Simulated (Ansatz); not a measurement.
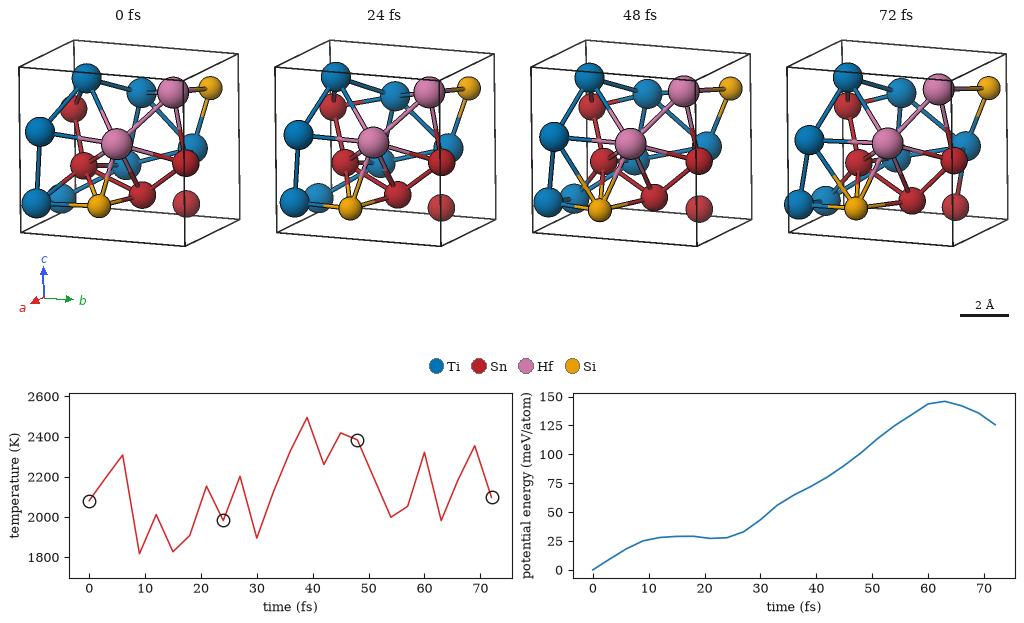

Molecular dynamics of an amorphous cell of composition Hf$_{2}$Ti$_{7}$Si$_{2}$Sn$_{5}$ (16 atoms in the cell), 72 fs long. Frames and the history of the run. Style: ball-and-stick. Shown: the simulation cell, slightly off an axis. Bonds to atoms that aren't drawn are left out.

The calculation used DFT PBE, scalar-relativistic, plane waves, PAW (Ansatz 0.2.0). Settings: plane-wave cutoff 320 eV; k-point mesh 1 × 1 × 1; Fermi-Dirac smearing 0.191 eV; volume 1.05 times that of the relaxed crystal; set temperature 2220 K; time step 3 fs.

Input file:
```yaml
crystal:
  lattice:
    - [6.950275, -0.096084, 0.111744]
    - [-0.096084, 7.292848, -0.097947]
    - [0.111744, -0.097947, 7.142018]
  atoms:
    - { symbol: Ti, position: [0.3848211946, 0.0415982086, 0.1087316627] }
    - { symbol: Ti, position: [0.3211670023, 0.5175344279, 0.7762593254] }
    - { symbol: Ti, position: [0.9884506867, 0.1205803707, 0.6171679653] }
    - { symbol: Ti, position: [0.9481052763, 0.0807950799, 0.1753108668] }
    - { symbol: Ti, position: [0.6893827008, 0.3075181757, 0.9071143585] }
    - { symbol: Ti, position: [0.2401705358, 0.3921565237, 0.317172616] }
    - { symbol: Ti, position: [0.2614877027, 0.8053797705, 0.4555462934] }
    - { symbol: Sn, position: [0.4086375683, 0.1311964239, 0.662014993] }
    - { symbol: Sn, position: [0.6265739051, 0.2639615103, 0.3646375122] }
    - { symbol: Sn, position: [0.1006143308, 0.7085712584, 0.0857958149] }
    - { symbol: Sn, position: [0.6746757085, 0.9015478936, 0.4413011757] }
    - { symbol: Sn, position: [0.5883555424, 0.605601529, 0.2101612684] }
    - { symbol: Hf, position: [0.8796342484, 0.5510469586, 0.5604880018] }
    - { symbol: Hf, position: [0.7070280562, 0.8395937858, 0.8677136649] }
    - { symbol: Si, position: [0.1967266864, 0.8955077429, 0.8161879981] }
    - { symbol: Si, position: [0.8961282236, 0.4447434023, 0.1803393832] }
  symmetry: { detect: false }
basis:
  ecutwfc: 320
  xc_grid: 1
kpoints:
  mp_grid: { grid: [1, 1, 1], shift: [0.25, 0.25, 0.25] }
hamiltonian:
  xc: pbe
scf:
  occupations: { method: fermi_dirac, width: 0.1913 }
  lower_state_search: "off"
  convergence: { dr2_threshold: 1.0e-05 }
output:
  forces: true
  stress: true
md:
  timestep: 3.0
  n_steps: 24
  ensemble: nvt_langevin
  friction: 0.03
  temperature: 2220.0
  initial_velocities: maxwell_boltzmann
  seed: 28925
```

Launched with:
```bash
ansatz run input.yaml --threads 2 --pin off --max-ram 5120MiB --backend cpu --events-out ev --progress --plain --runs-dir out
```

> What happens in this trajectory?

In the second half of the run the atoms are, in the root-mean-square, this far from where they began (common drift taken out): Si 0.48 Å, Ti 0.38 Å, Sn 0.31 Å, Hf 0.16 Å. The run lasts only 72 fs, too short to tell vibration from diffusion. Over the second half the temperature averages 2236 K (spread ±160 K). The potential energy is still drifting at the end, so the run hasn't reached equilibrium. The potential energy in the second half lies on average 113 meV per atom above the first frame. The mean pressure there is 1.7 GPa.

Limits of the set-up: the cutoff lies below the recommended one; the periodic images lie only 7.0 Å apart, so the values are limited by the cell's size.

Cost: 64 s on 2 threads of Arm Neoverse V1 (shared host), peak memory 0.54 GiB.
